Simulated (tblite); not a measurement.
# Run report: C$_{7}$H$_{12}$GaN, geometry relaxation (part 1 of 2)

System: C$_{7}$H$_{12}$GaN, SMILES C[CH2][GaH2-][n+]1ccccc1.
Method: GFN2-xTB geometry optimisation, gas phase (tblite 0.8.0).

It belongs to a series of runs on one base structure; here: constitutional isomer.

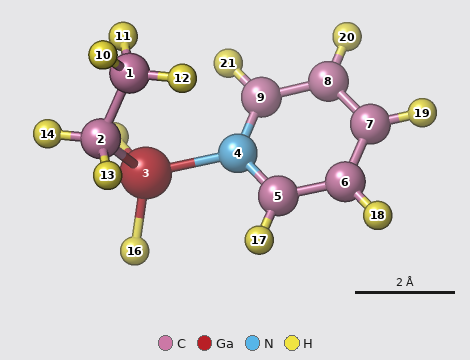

Figure 1. The structure as given in the input (ball-and-stick view, seen at a tilt; atoms are numbered from 1 in the order of the input). Sticks mark near contacts.

## Summary

| quantity | value |
| --- | --- |
| outcome | converged |
| total energy | −685.7873 eV |
| hardware | 1 CPU thread, shared host |
| wall time | 1.4 s |
| peak memory | 0.18 GiB |

## Input
```
{"job": {"kind": "relax", "xc": "GFN2-xTB", "basis": "xTB"}, "charge": 0, "multiplicity": 1}
C     -2.301500     0.536400     1.036000
C     -2.401300    -0.895500     0.541400
Ga    -1.088000    -1.241900    -0.935500
N      0.546600    -0.312000    -0.576600
C      1.478500    -0.914600     0.238400
C      2.661500    -0.245100     0.539200
C      2.882900     1.040600     0.031100
C      1.918900     1.640500    -0.766500
C      0.742900     0.934400    -1.060100
H     -3.058800     0.704000     1.848000
H     -2.528100     1.237000     0.199800
H     -1.299900     0.744600     1.440900
H     -2.171300    -1.590500     1.398500
H     -3.417900    -1.109700     0.178700
H     -1.721300    -0.688200    -2.320100
H     -0.818500    -2.818000    -1.042500
H      1.310300    -1.901500     0.634500
H      3.408400    -0.720300     1.172500
H      3.795900     1.570600     0.274800
H      2.072900     2.633800    -1.157800
H     -0.021300     1.412400    -1.675300
```

The first line tells a small driver script what to run in tblite; the rest is the geometry in Å.

Launch command:
```bash
OMP_NUM_THREADS=1 python <driver script> task.json out
```

## Output
```
step      E/eV     max force
  0    -685.30614    2.204
  1    -685.48171    1.433
  2    -685.58233    0.780
  3    -685.65156    0.461
  4    -685.67582    0.394
  5    -685.69305    0.354
  6    -685.71085    0.312
  7    -685.72439    0.317
  8    -685.73507    0.227
  9    -685.74297    0.262
 10    -685.74944    0.220
 11    -685.75551    0.211
 12    -685.76107    0.222
 13    -685.76512    0.148
 14    -685.76736    0.084
 15    -685.76862    0.076
 16    -685.76964    0.093
 17    -685.77053    0.078
 18    -685.77110    0.042
 19    -685.77142    0.047
 20    -685.77171    0.040
 21    -685.77210    0.057
 22    -685.77258    0.056
 23    -685.77300    0.056
 24    -685.77326    0.041
 25    -685.77340    0.030
 26    -685.77353    0.024
 27    -685.77365    0.032
 28    -685.77375    0.029
 29    -685.77383    0.027
 30    -685.77393    0.026
 31    -685.77408    0.039
 32    -685.77426    0.048
 33    -685.77444    0.036
 34    -685.77461    0.037
 35    -685.77483    0.039
 36    -685.77522    0.072
 37    -685.77583    0.101
 38    -685.77650    0.087
 39    -685.77697    0.048
 40    -685.77725    0.047
 41    -685.77749    0.048
 42    -685.77781    0.066
 43    -685.77817    0.057
 44    -685.77845    0.048
 45    -685.77865    0.048
 46    -685.77883    0.041
 47    -685.77905    0.059
 48    -685.77928    0.057
 49    -685.77952    0.050
 50    -685.77982    0.060
 51    -685.78022    0.055
 52    -685.78078    0.088
 53    -685.78144    0.092
 54    -685.78210    0.061
 55    -685.78269    0.061
 56    -685.78321    0.052
 57    -685.78362    0.056
 58    -685.78385    0.042
 59    -685.78402    0.066
 60    -685.78420    0.044
 61    -685.78447    0.028
 62    -685.78459    0.027
 63    -685.78469    0.023
 64    -685.78475    0.019
 65    -685.78481    0.020
 66    -685.78487    0.025
 67    -685.78496    0.027
 68    -685.78508    0.024
 69    -685.78521    0.027
 70    -685.78534    0.030
 71    -685.78545    0.035
 72    -685.78554    0.029
 73    -685.78562    0.022
 74    -685.78568    0.019
 75    -685.78574    0.023
 76    -685.78580    0.027
 77    -685.78588    0.023
 78    -685.78598    0.022
 79    -685.78612    0.032
 80    -685.78629    0.042
 81    -685.78647    0.042
 82    -685.78659    0.029
 83    -685.78666    0.021
 84    -685.78672    0.021
 85    -685.78679    0.021
 86    -685.78687    0.019
 87    -685.78696    0.023
 88    -685.78705    0.021
 89    -685.78712    0.018
 90    -685.78717    0.015
 91    -685.78720    0.011
 92    -685.78723    0.012
 93    -685.78725    0.012
 94    -685.78727    0.010
 95    -685.78729    0.009
```

## Trajectory as extended XYZ (Å, eV, eV/Å), 23 of the 96 frames kept, from step=0 to step=95
```
21
Properties=species:S:1:pos:R:3:forces:R:3 step=0 energy=-685.30614
C    -2.3015    0.5364    1.0360   -0.8930   0.6070   0.4030
C    -2.4013   -0.8955    0.5414    0.6020  -0.5670   0.5020
Ga   -1.0880   -1.2419   -0.9355   -1.3900  -1.0180  -0.9930
N     0.5466   -0.3120   -0.5766    1.2340   0.1520   0.5400
C     1.4785   -0.9146    0.2384    0.0190   1.9120  -1.0970
C     2.6615   -0.2451    0.5392   -0.2680  -0.0310  -0.0500
C     2.8829    1.0406    0.0311   -0.0760  -0.2220   0.1230
C     1.9189    1.6405   -0.7665   -0.4740  -0.5140   0.0240
C     0.7429    0.9344   -1.0601    0.9610  -0.4450   0.7550
H    -3.0588    0.7040    1.8480    0.6310   0.1350  -0.5670
H    -2.5281    1.2370    0.1998    0.2290  -0.3000   0.5940
H    -1.2999    0.7446    1.4409   -0.2960   0.0870  -0.1100
H    -2.1713   -1.5905    1.3985   -0.4620   0.3980  -0.4560
H    -3.4179   -1.1097    0.1787    0.1240  -0.0310   0.2690
H    -1.7213   -0.6882   -2.3201    0.6180  -0.0500   0.3990
H    -0.8185   -2.8180   -1.0425    0.3040   0.5360  -0.0470
H     1.3103   -1.9015    0.6345   -0.4690  -0.1220  -0.2110
H     3.4084   -0.7203    1.1725   -0.2240   0.1320  -0.1740
H     3.7959    1.5706    0.2748   -0.0890  -0.0980  -0.0570
H     2.0729    2.6338   -1.1578   -0.0570  -0.0140  -0.0150
H    -0.0213    1.4124   -1.6753   -0.0250  -0.5450   0.1650
21
Properties=species:S:1:pos:R:3:forces:R:3 step=4 energy=-685.67582
C    -2.3197    0.5416    1.0481    0.0230   0.0070   0.0070
C    -2.3772   -0.9014    0.5519   -0.0930  -0.0590   0.0340
Ga   -1.1891   -1.3132   -0.9978    0.0140   0.0380   0.2130
N     0.5726   -0.3091   -0.5730   -0.2270  -0.1690  -0.1180
C     1.4882   -0.8705    0.2097   -0.0150  -0.0110  -0.0160
C     2.6656   -0.2293    0.5397   -0.1050  -0.0750  -0.0220
C     2.8855    1.0394    0.0382    0.1760   0.1370   0.0450
C     1.9228    1.6321   -0.7568   -0.1020  -0.0270  -0.0120
C     0.7723    0.9202   -1.0360    0.0350  -0.0260  -0.0040
H    -3.0430    0.7250    1.8371   -0.1190   0.0660   0.1130
H    -2.5182    1.2294    0.2305   -0.0470   0.1270  -0.0970
H    -1.3275    0.7586    1.4357    0.1410   0.1210   0.1170
H    -2.2044   -1.5800    1.3946   -0.0370  -0.0570   0.1490
H    -3.4008   -1.1144    0.2093   -0.1100  -0.0150   0.1250
H    -1.6655   -0.6871   -2.3009    0.1910   0.1460  -0.3120
H    -0.7833   -2.7828   -1.0534    0.2910  -0.1580  -0.1580
H     1.2733   -1.8619    0.5914   -0.1640  -0.0400  -0.1240
H     3.3930   -0.7150    1.1635    0.0840  -0.0580   0.1000
H     3.7928    1.5647    0.2707    0.1990   0.1000   0.0390
H     2.0643    2.6211   -1.1550   -0.0110   0.0970  -0.0330
H    -0.0106    1.3497   -1.6481   -0.1230  -0.1450  -0.0430
21
Properties=species:S:1:pos:R:3:forces:R:3 step=9 energy=-685.74297
C    -2.3208    0.5556    1.0596    0.0220  -0.1150  -0.0270
C    -2.3976   -0.9052    0.5815   -0.0180   0.0670  -0.0690
Ga   -1.2094   -1.3293   -0.9929    0.0600   0.0060  -0.0610
N     0.5656   -0.3210   -0.5873    0.0410   0.0210   0.0360
C     1.4821   -0.8715    0.1981    0.0390  -0.0960   0.0540
C     2.6617   -0.2279    0.5379    0.0040  -0.0310   0.0130
C     2.9002    1.0496    0.0459   -0.1450  -0.0350  -0.0720
C     1.9194    1.6292   -0.7518    0.0540   0.0170  -0.0090
C     0.7716    0.9084   -1.0401   -0.0220   0.0860  -0.0590
H    -3.0513    0.7452    1.8451   -0.0240   0.0670   0.0440
H    -2.5218    1.2414    0.2329    0.0080  -0.0450   0.0300
H    -1.3255    0.7858    1.4536   -0.0820  -0.0180  -0.0140
H    -2.2222   -1.5844    1.4273    0.0130   0.0580   0.0560
H    -3.4288   -1.1165    0.2539   -0.0210   0.0650   0.1270
H    -1.5905   -0.6593   -2.3549    0.1520  -0.0470   0.0810
H    -0.6990   -2.8001   -1.0987    0.0830   0.1110  -0.0730
H     1.2299   -1.8663    0.5529    0.0960   0.0060   0.0060
H     3.3867   -0.7193    1.1701   -0.0520  -0.0020  -0.0150
H     3.8217    1.5775    0.2751   -0.2280  -0.1220  -0.0410
H     2.0514    2.6227   -1.1556   -0.0340  -0.0460   0.0290
H    -0.0320    1.3023   -1.6532    0.0560   0.0540  -0.0350
21
Properties=species:S:1:pos:R:3:forces:R:3 step=13 energy=-685.76512
C    -2.3260    0.5531    1.0649   -0.0200   0.0800   0.0060
C    -2.4086   -0.9039    0.5889    0.0280  -0.0260   0.0140
Ga   -1.1978   -1.3295   -0.9959   -0.0310   0.0090   0.0890
N     0.5705   -0.3186   -0.5869   -0.1140  -0.0940  -0.0070
C     1.4821   -0.8821    0.1974   -0.0970   0.0530  -0.0760
C     2.6557   -0.2366    0.5374   -0.0290  -0.0560   0.0030
C     2.8797    1.0381    0.0399    0.0050   0.0150   0.0040
C     1.9130    1.6284   -0.7588   -0.0650  -0.0450  -0.0110
C     0.7678    0.9094   -1.0486   -0.0380  -0.0700   0.0200
H    -3.0549    0.7631    1.8509   -0.0010  -0.0360  -0.0230
H    -2.5224    1.2363    0.2379   -0.0160   0.0170  -0.0440
H    -1.3363    0.7906    1.4599    0.0480  -0.0420   0.0100
H    -2.2236   -1.5699    1.4463    0.0510   0.0180  -0.0510
H    -3.4510   -1.1035    0.2975    0.0140  -0.0100  -0.0040
H    -1.5260   -0.6563   -2.3636    0.0530  -0.0030   0.0380
H    -0.6442   -2.7842   -1.1347    0.0230   0.1000  -0.0010
H     1.2337   -1.8788    0.5438    0.0290  -0.0200   0.0110
H     3.3774   -0.7228    1.1726    0.0420  -0.0110   0.0190
H     3.7924    1.5619    0.2707    0.0610   0.0460   0.0340
H     2.0415    2.6220   -1.1524    0.0330   0.0620  -0.0230
H    -0.0320    1.3002   -1.6680    0.0240   0.0130  -0.0080
21
Properties=species:S:1:pos:R:3:forces:R:3 step=17 energy=-685.77053
C    -2.3264    0.5587    1.0644    0.0220  -0.0340  -0.0210
C    -2.4091   -0.9010    0.5915   -0.0050   0.0160  -0.0180
Ga   -1.2000   -1.3270   -0.9866   -0.0100   0.0230  -0.0140
N     0.5579   -0.3254   -0.5881    0.0240   0.0290   0.0170
C     1.4740   -0.8840    0.1930    0.0210  -0.0380   0.0310
C     2.6501   -0.2411    0.5352    0.0030   0.0180  -0.0060
C     2.8755    1.0360    0.0402   -0.0070   0.0150   0.0010
C     1.9063    1.6239   -0.7606    0.0240  -0.0100   0.0220
C     0.7611    0.9027   -1.0492    0.0020   0.0290  -0.0090
H    -3.0564    0.7621    1.8491   -0.0090   0.0090   0.0010
H    -2.5242    1.2379    0.2336    0.0130   0.0190   0.0030
H    -1.3340    0.7858    1.4614   -0.0030   0.0130  -0.0130
H    -2.2141   -1.5657    1.4451    0.0390  -0.0060   0.0110
H    -3.4525   -1.1031    0.3060    0.0140  -0.0200  -0.0030
H    -1.5044   -0.6563   -2.3570    0.0050   0.0170   0.0210
H    -0.6289   -2.7651   -1.1413    0.0160   0.0190   0.0250
H     1.2389   -1.8836    0.5430   -0.0150   0.0010  -0.0120
H     3.3764   -0.7243    1.1722   -0.0510  -0.0010  -0.0430
H     3.7895    1.5627    0.2739   -0.0350  -0.0110   0.0050
H     2.0415    2.6217   -1.1527   -0.0280  -0.0730   0.0050
H    -0.0301    1.3020   -1.6734   -0.0210  -0.0170  -0.0040
21
Properties=species:S:1:pos:R:3:forces:R:3 step=22 energy=-685.77258
C    -2.3251    0.5582    1.0609   -0.0100   0.0440   0.0100
C    -2.4067   -0.9016    0.5894    0.0110   0.0210   0.0360
Ga   -1.1993   -1.3195   -0.9857    0.0290  -0.0120  -0.0170
N     0.5545   -0.3246   -0.5839   -0.0170  -0.0190   0.0000
C     1.4714   -0.8869    0.1938   -0.0250   0.0200  -0.0160
C     2.6459   -0.2423    0.5334   -0.0040  -0.0240   0.0130
C     2.8710    1.0354    0.0428   -0.0090  -0.0140   0.0050
C     1.9033    1.6196   -0.7592   -0.0250   0.0070  -0.0150
C     0.7577    0.9014   -1.0486   -0.0120  -0.0200   0.0090
H    -3.0567    0.7644    1.8458    0.0270  -0.0120  -0.0280
H    -2.5201    1.2431    0.2330    0.0000  -0.0200  -0.0040
H    -1.3328    0.7878    1.4578   -0.0080  -0.0080  -0.0020
H    -2.1983   -1.5627    1.4443    0.0070   0.0060  -0.0200
H    -3.4499   -1.1103    0.3101    0.0090  -0.0190   0.0130
H    -1.4950   -0.6476   -2.3515   -0.0150   0.0280  -0.0200
H    -0.6167   -2.7513   -1.1350    0.0040  -0.0030   0.0140
H     1.2355   -1.8871    0.5394   -0.0100  -0.0120   0.0030
H     3.3692   -0.7302    1.1654    0.0340  -0.0220   0.0230
H     3.7821    1.5629    0.2790    0.0100   0.0100   0.0130
H     2.0355    2.6120   -1.1564    0.0090   0.0500  -0.0230
H    -0.0342    1.2964   -1.6751   -0.0050  -0.0010   0.0060
21
Properties=species:S:1:pos:R:3:forces:R:3 step=26 energy=-685.77353
C    -2.3241    0.5609    1.0589    0.0090  -0.0070  -0.0080
C    -2.4029   -0.8997    0.5896    0.0150  -0.0040  -0.0150
Ga   -1.1949   -1.3158   -0.9881   -0.0230  -0.0020  -0.0050
N     0.5508   -0.3256   -0.5819    0.0090   0.0040  -0.0040
C     1.4679   -0.8885    0.1943    0.0070  -0.0120   0.0080
C     2.6437   -0.2456    0.5347   -0.0040   0.0050  -0.0010
C     2.8668    1.0338    0.0447   -0.0050   0.0000  -0.0010
C     1.8998    1.6192   -0.7598    0.0060   0.0010   0.0080
C     0.7543    0.8998   -1.0474    0.0000   0.0100  -0.0040
H    -3.0550    0.7654    1.8423   -0.0100   0.0070   0.0090
H    -2.5179    1.2441    0.2305   -0.0100  -0.0030  -0.0220
H    -1.3323    0.7891    1.4557    0.0100   0.0070   0.0080
H    -2.1876   -1.5604    1.4423    0.0140   0.0040   0.0060
H    -3.4456   -1.1173    0.3144    0.0140   0.0040   0.0140
H    -1.4945   -0.6377   -2.3521   -0.0040   0.0020  -0.0030
H    -0.6102   -2.7464   -1.1282    0.0000  -0.0110  -0.0060
H     1.2313   -1.8897    0.5377   -0.0040  -0.0020   0.0050
H     3.3695   -0.7368    1.1641   -0.0070   0.0140  -0.0060
H     3.7773    1.5633    0.2835   -0.0140  -0.0100   0.0000
H     2.0329    2.6119   -1.1613    0.0040  -0.0150   0.0150
H    -0.0380    1.2929   -1.6744   -0.0060   0.0070   0.0030
21
Properties=species:S:1:pos:R:3:forces:R:3 step=30 energy=-685.77393
C    -2.3222    0.5624    1.0567   -0.0020   0.0010   0.0010
C    -2.3974   -0.8990    0.5890   -0.0040  -0.0030   0.0200
Ga   -1.1972   -1.3157   -0.9914    0.0170  -0.0040  -0.0040
N     0.5503   -0.3259   -0.5819   -0.0140  -0.0090  -0.0040
C     1.4663   -0.8905    0.1949   -0.0110   0.0080  -0.0120
C     2.6414   -0.2469    0.5353   -0.0050  -0.0040  -0.0010
C     2.8635    1.0323    0.0457    0.0030  -0.0010   0.0050
C     1.8980    1.6187   -0.7588   -0.0060  -0.0040   0.0010
C     0.7524    0.9000   -1.0472   -0.0030  -0.0100   0.0030
H    -3.0547    0.7671    1.8403    0.0120  -0.0010  -0.0210
H    -2.5187    1.2423    0.2251    0.0090  -0.0080   0.0120
H    -1.3308    0.7917    1.4556   -0.0110   0.0170  -0.0160
H    -2.1783   -1.5579    1.4422    0.0230   0.0010   0.0080
H    -3.4406   -1.1199    0.3204   -0.0080   0.0010   0.0020
H    -1.4952   -0.6322   -2.3534   -0.0050  -0.0080  -0.0030
H    -0.6074   -2.7462   -1.1270   -0.0130   0.0010  -0.0150
H     1.2281   -1.8915    0.5381   -0.0010   0.0040  -0.0010
H     3.3688   -0.7368    1.1630   -0.0010   0.0020   0.0090
H     3.7728    1.5615    0.2860    0.0130   0.0040   0.0030
H     2.0331    2.6104   -1.1601    0.0020   0.0100   0.0080
H    -0.0411    1.2930   -1.6731    0.0040   0.0030   0.0060
21
Properties=species:S:1:pos:R:3:forces:R:3 step=35 energy=-685.77483
C    -2.3172    0.5646    1.0507    0.0010   0.0050  -0.0080
C    -2.3859   -0.8998    0.5940    0.0170  -0.0100  -0.0240
Ga   -1.1975   -1.3173   -0.9991   -0.0190   0.0120   0.0220
N     0.5451   -0.3290   -0.5850    0.0210   0.0150   0.0040
C     1.4600   -0.8933    0.1930    0.0130  -0.0020   0.0120
C     2.6348   -0.2502    0.5363    0.0060   0.0040   0.0070
C     2.8584    1.0295    0.0492    0.0030   0.0020  -0.0020
C     1.8932    1.6168   -0.7548    0.0070   0.0090   0.0050
C     0.7479    0.8985   -1.0458    0.0070   0.0170   0.0010
H    -3.0517    0.7710    1.8297   -0.0170   0.0060   0.0230
H    -2.5172    1.2359    0.2147   -0.0030   0.0200  -0.0270
H    -1.3295    0.8070    1.4484    0.0240   0.0000  -0.0050
H    -2.1473   -1.5521    1.4474   -0.0120   0.0040  -0.0010
H    -3.4315   -1.1252    0.3373    0.0170  -0.0270   0.0230
H    -1.5005   -0.6274   -2.3579   -0.0010  -0.0200   0.0100
H    -0.6101   -2.7479   -1.1358   -0.0120  -0.0010  -0.0220
H     1.2208   -1.8932    0.5387    0.0000  -0.0050  -0.0100
H     3.3643   -0.7353    1.1654   -0.0230  -0.0270   0.0090
H     3.7681    1.5582    0.2918   -0.0050  -0.0040  -0.0030
H     2.0331    2.6103   -1.1509   -0.0270   0.0010  -0.0030
H    -0.0464    1.2958   -1.6677    0.0010  -0.0010  -0.0090
21
Properties=species:S:1:pos:R:3:forces:R:3 step=39 energy=-685.77697
C    -2.3045    0.5759    1.0318   -0.0070  -0.0140  -0.0150
C    -2.3522   -0.8996    0.6059    0.0070  -0.0310  -0.0150
Ga   -1.2009   -1.3183   -1.0112   -0.0140   0.0220   0.0230
N     0.5381   -0.3313   -0.5907   -0.0030   0.0030   0.0010
C     1.4477   -0.8991    0.1914   -0.0050   0.0070  -0.0110
C     2.6208   -0.2580    0.5429   -0.0110   0.0020   0.0030
C     2.8473    1.0227    0.0583   -0.0030   0.0050   0.0190
C     1.8835    1.6168   -0.7428   -0.0070  -0.0020   0.0140
C     0.7387    0.9005   -1.0405    0.0100  -0.0060  -0.0030
H    -3.0458    0.7819    1.8056    0.0290   0.0380   0.0050
H    -2.5119    1.2266    0.1801   -0.0340  -0.0020  -0.0010
H    -1.3202    0.8464    1.4216   -0.0030  -0.0320   0.0100
H    -2.0708   -1.5353    1.4595   -0.0060   0.0430   0.0130
H    -3.4003   -1.1560    0.3928    0.0160  -0.0120  -0.0030
H    -1.5140   -0.6262   -2.3633   -0.0100   0.0080  -0.0030
H    -0.6250   -2.7481   -1.1718    0.0050  -0.0210  -0.0030
H     1.2024   -1.8989    0.5332    0.0130  -0.0070  -0.0120
H     3.3414   -0.7481    1.1786   -0.0040   0.0000  -0.0090
H     3.7563    1.5493    0.3061    0.0090   0.0040  -0.0020
H     2.0180    2.6146   -1.1299    0.0010  -0.0040   0.0020
H    -0.0574    1.3013   -1.6582    0.0160  -0.0020  -0.0120
21
Properties=species:S:1:pos:R:3:forces:R:3 step=43 energy=-685.77817
C    -2.2993    0.5793    1.0189   -0.0040   0.0140   0.0100
C    -2.3350   -0.9019    0.6102   -0.0290   0.0320   0.0370
Ga   -1.2033   -1.3159   -1.0151    0.0210  -0.0410  -0.0340
N     0.5331   -0.3323   -0.5934    0.0010  -0.0070  -0.0130
C     1.4402   -0.9019    0.1893    0.0040  -0.0070   0.0070
C     2.6116   -0.2613    0.5470    0.0050   0.0040   0.0020
C     2.8404    1.0208    0.0675   -0.0020   0.0050   0.0020
C     1.8776    1.6169   -0.7336    0.0060   0.0050   0.0000
C     0.7351    0.9006   -1.0385   -0.0070   0.0050   0.0040
H    -3.0359    0.7953    1.7943   -0.0070  -0.0060   0.0080
H    -2.5172    1.2210    0.1625    0.0050  -0.0110   0.0010
H    -1.3166    0.8568    1.4086    0.0050  -0.0080  -0.0390
H    -2.0322   -1.5177    1.4696    0.0050  -0.0020   0.0260
H    -3.3815   -1.1762    0.4183   -0.0170  -0.0140  -0.0100
H    -1.5242   -0.6219   -2.3651   -0.0090   0.0110   0.0110
H    -0.6316   -2.7503   -1.1878   -0.0060   0.0200   0.0060
H     1.1967   -1.9036    0.5271    0.0050  -0.0020  -0.0160
H     3.3297   -0.7551    1.1824    0.0070   0.0010  -0.0020
H     3.7511    1.5457    0.3137   -0.0040  -0.0010   0.0120
H     2.0112    2.6152   -1.1194    0.0110   0.0020   0.0070
H    -0.0589    1.3035   -1.6572    0.0110  -0.0010  -0.0180
```
